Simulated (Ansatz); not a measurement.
GaOs12: several calculations on one system

**1. Relaxation**

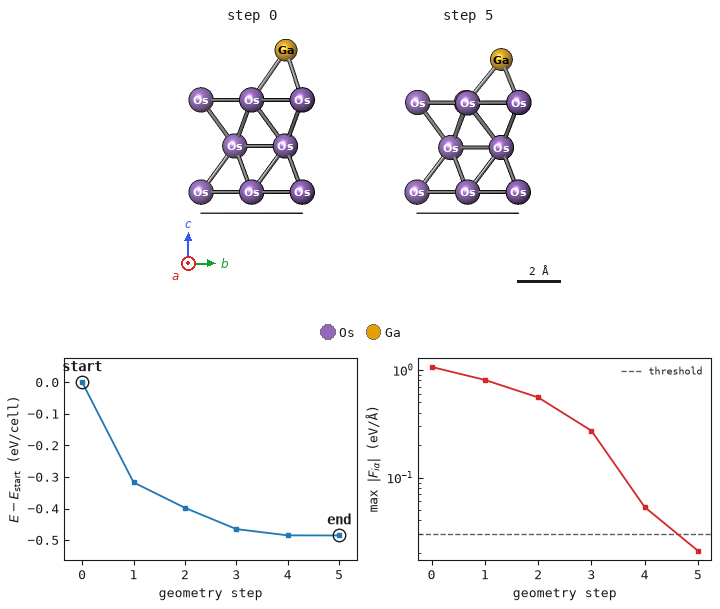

First and last geometry of a constrained relaxation of a slab of composition GaOs$_{12}$, with the history of the run. The picture is a ball-and-stick view of the cell of the calculation, outlined in the plane, without the vacuum, seen along the a axis.

It is Ga on Os(0001), set down by a guess. The run prepares an end point of a later path (adatom hop) calculation, from a guessed geometry. 4 atoms are held fixed.

Computed with DFT PBE-D3(BJ), scalar-relativistic, plane waves, PAW (Ansatz 0.2.0).

Input file:
```yaml
crystal:
  lattice:
    - [5.48, 0.0, 0.0]
    - [2.74, 4.745819, 0.0]
    - [0.0, 0.0, 16.32646]
  atoms:
    - { symbol: Os, position: [0.0, 0.0, 0.0612503] }
    - { symbol: Os, position: [0.5, 0.0, 0.0612503] }
    - { symbol: Os, position: [0.0, 0.5, 0.0612503] }
    - { symbol: Os, position: [0.5, 0.5, 0.0612503] }
    - { symbol: Os, position: [-0.1666667, 0.3333333, 0.1937487] }
    - { symbol: Os, position: [0.3333333, 0.3333333, 0.1937487] }
    - { symbol: Os, position: [-0.1666667, 0.8333333, 0.1937487] }
    - { symbol: Os, position: [0.3333333, 0.8333333, 0.1937487] }
    - { symbol: Os, position: [0.0, 0.0, 0.3262471] }
    - { symbol: Os, position: [0.5, 0.0, 0.3262471] }
    - { symbol: Os, position: [0.0, 0.5, 0.3262471] }
    - { symbol: Os, position: [0.5, 0.5, 0.3262471] }
    - { symbol: Ga, position: [0.3627913, 0.8389315, 0.4689602] }
basis:
  ecutwfc: 420.0
kpoints:
  mp_grid: { grid: [4, 4, 1] }
hamiltonian:
  xc: pbe
  dispersion: d3bj
scf:
  occupations: { method: fermi_dirac, width: 0.1 }
  lower_state_search: "off"
relax:
  f_tol: 0.03
  max_steps: 60
  adjacent_minimum: "off"
  constraints: [{ sites: [0, 1, 2, 3] }]
output:
  write_density: true
  write_potential: true
  elf: true
  volumetric_format: npy
```

Launched with:
```bash
ansatz run input.yaml --threads 4 --pin off --max-ram 10240MiB --backend cpu --events-out ev --progress --plain --runs-dir out
```

**What do the curves and the structures tell?**

It converged. After 5 geometry steps the energy has fallen by 0.485 eV per cell of the calculation. The largest force component goes from 1.1 to 0.021 eV/Å. The largest move is that of Ga13, 0.47 Å at 22° to the normal (−c side). Largest moves by element: Ga 0.47 Å, Os 0.15 Å. The cell stays as it was. Among the contacts that change: Os9–Ga13 2.899 → 2.602 Å, Os12–Ga13 2.837 → 2.600 Å, Os10–Ga13 2.727 → 2.600 Å, Os10–Os12 2.740 → 2.843 Å. Bond angles that change, for instance: Os9–Ga13–Os12 57.1° → 66.3°, Os9–Ga13–Os10 58.2° → 66.3°, Os10–Ga13–Os12 59.0° → 66.3°. Cost: 31 s on 4 threads of Intel(R) Xeon(R) 6975P-C (Granite Rapids), on a shared host, peak memory 1.7 GiB.

Limits of the set-up: the periodic images lie only 5.5 Å apart, so the values are limited by the cell's size.

**2. Relaxation**

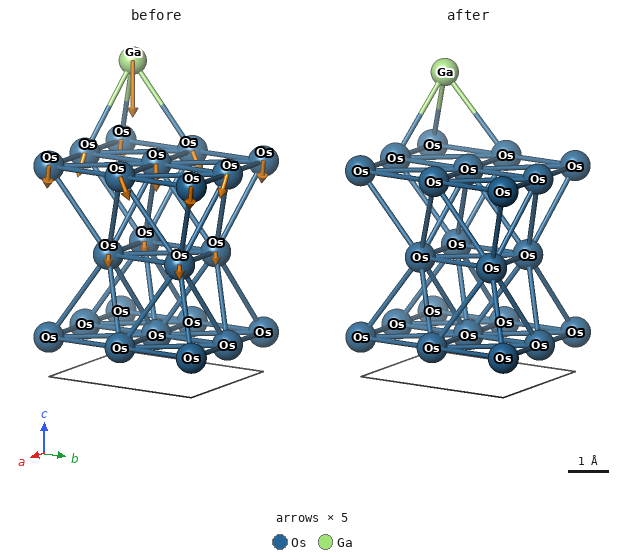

The structure of a slab of composition GaOs₁₂ before (left) and after (right) a constrained relaxation, at one scale. The orange arrows give the displacements, magnified 5 times.

A ball-and-stick model of the cell of the calculation, outlined in the plane, without the vacuum, seen slightly off an axis.

It is Ga on Os(0001), set down by a guess. The run prepares an end point of a later path (adatom hop) calculation, from a guessed geometry. 4 atoms are held fixed.

Method: DFT PBE-D3(BJ), scalar-relativistic, plane waves, PAW (Ansatz 0.2.0). Settings: plane-wave cutoff 420 eV; k-point mesh 4 × 4 × 1; occupations fermi dirac; smearing width 0.1 eV; no spin polarisation; atoms relaxed in a fixed cell; force threshold 0.03 eV/Å; at most 60 steps.

### Describe what moved and what it gained.

Over 5 geometry steps the energy falls by 0.372 eV per cell of the calculation. Largest force component: 1.3 eV/Å at the start, 0.0047 eV/Å at the end. The largest move is that of the Ga atom, 0.29 Å along the normal (−c). By element the largest moves are Ga 0.29 Å, Os 0.15 Å. The cell doesn't change. Some distances before and after: Ga–Os 2.718 → 2.612 Å, Os–Os 2.740 → 2.654 Å, Os–Os 2.740 → 2.826 Å, Os–Os 2.680 → 2.615 Å. Bond angles that change, for instance: Os–Ga–Os 60.5° → 65.5°. Cost: 11 s on 4 threads of Intel(R) Xeon(R) 6975P-C (Granite Rapids), with other jobs on the host, peak memory 1.2 GiB.

Limits of the set-up: the periodic images lie only 5.5 Å apart, so the values are limited by the cell's size.

**3. Path**

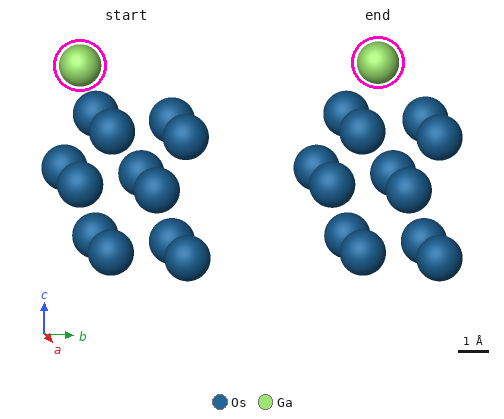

The two relaxed end points of a path for Ga on Os(0001) (13 atoms in the cell). A spheres-only model of the simulation cell, with the vacuum cut short (origin moved), seen slightly off an axis. The moving atom is ringed, with any periodic copies.

These are results of DFT PBE-D3(BJ), scalar-relativistic, plane waves, PAW (Ansatz), not measurements.

Input file:
```yaml
crystal:
  lattice:
    - [5.48, 0.0, 0.0]
    - [2.74, 4.745819, 0.0]
    - [0.0, 0.0, 16.32646]
  atoms:
    - { symbol: Os, position: [0.0, 0.0, 0.0612503] }
    - { symbol: Os, position: [0.5, 0.0, 0.0612503] }
    - { symbol: Os, position: [0.0, 0.5, 0.0612503] }
    - { symbol: Os, position: [0.5, 0.5, 0.0612503] }
    - { symbol: Os, position: [-0.16628832, 0.3338778, 0.18922412] }
    - { symbol: Os, position: [0.33242466, 0.33379562, 0.18919967] }
    - { symbol: Os, position: [-0.16627778, 0.83240478, 0.1892078] }
    - { symbol: Os, position: [0.3333587, 0.83331296, 0.18938558] }
    - { symbol: Os, position: [-0.01254166, 0.00626515, 0.31858084] }
    - { symbol: Os, position: [0.50622443, 0.00630131, 0.31857926] }
    - { symbol: Os, position: [-8.434e-05, 0.50002569, 0.3172061] }
    - { symbol: Os, position: [0.50619425, 0.48754169, 0.31858127] }
    - { symbol: Ga, position: [0.33368466, 0.83317757, 0.44212737] }
basis:
  ecutwfc: 420.0
kpoints:
  mp_grid: { grid: [4, 4, 1] }
hamiltonian:
  xc: pbe
  dispersion: d3bj
scf:
  occupations: { method: fermi_dirac, width: 0.1 }
  lower_state_search: "off"
neb:
  images: 5
  f_tol: 0.03
  initial_path: idpp
  max_iterations: 77
  constraints: [{ sites: [0, 1, 2, 3] }]
  final_atoms:
    - { symbol: Os, position: [0.0, 0.0, 0.06125026] }
    - { symbol: Os, position: [0.5, 0.0, 0.06125026] }
    - { symbol: Os, position: [-1.0e-08, 0.50000002, 0.06125026] }
    - { symbol: Os, position: [0.49999998, 0.50000001, 0.06125026] }
    - { symbol: Os, position: [-0.16652263, 0.33326132, 0.18923334] }
    - { symbol: Os, position: [0.3332613, 0.33326132, 0.18923334] }
    - { symbol: Os, position: [-0.16666668, 0.83333335, 0.18877988] }
    - { symbol: Os, position: [0.33326129, 0.8334774, 0.18923334] }
    - { symbol: Os, position: [-0.0052583, -0.0052583, 0.31882897] }
    - { symbol: Os, position: [0.51051659, -0.0052583, 0.31882897] }
    - { symbol: Os, position: [-0.00525831, 0.51051662, 0.31882897] }
    - { symbol: Os, position: [0.49999998, 0.50000001, 0.31735134] }
    - { symbol: Ga, position: [0.16666664, 1.16666669, 0.44378052] }
  order_check: true
```

Launched with:
```bash
ansatz run input.yaml --threads 4 --pin off --max-ram 10240MiB --backend cpu --events-out ev --progress --plain --runs-dir out
```

**What barrier does the band find between them, and by what path?**

Forward barrier 0.090 eV, backward barrier 0.055 eV, with image 3 at the top; the reaction energy is +0.034 eV. The Ga atom travels furthest, 1.58 Å from end to end, on a path that bends up to 0.10 Å away from the straight line. At the highest image its nearest neighbour (Os) is 2.57 Å away, against 2.60 Å at the start. The band converged in 6 iterations, with a climbing image at the top.

Energies of the converged images:

```tsv
image	path (Å)	E (eV)
0	0.00	0.000
1	0.32	0.040
2	0.65	0.081
3	0.97	0.090
4	1.19	0.078
5	1.40	0.050
6	1.61	0.034
```

The geometry at the top of the path:

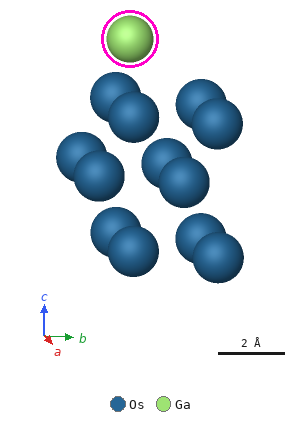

Limits of the set-up: the periodic images lie only 5.5 Å apart, so the values are limited by the cell's size.
